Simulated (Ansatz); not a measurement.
Consider NaCl in the rock salt structure (space group Fm-3m, No. 225; a = 5.6955 Å).

Now apply this change: an isotropic linear strain of +1.00 %; the atoms relax in the strained cell.

All numbers come from Ansatz (a program for electronic structure) PBE, no SOC.

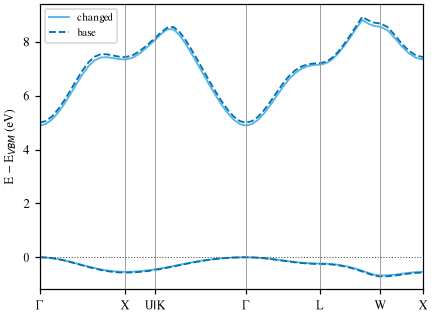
*Highest valence and lowest conduction band along the path, each from its own valence-band maximum*

**Question.** Read the changed gap and its character from the plot.

**Answer.** About 4.9 eV, direct at Γ.

Stability against distortions was not tested.
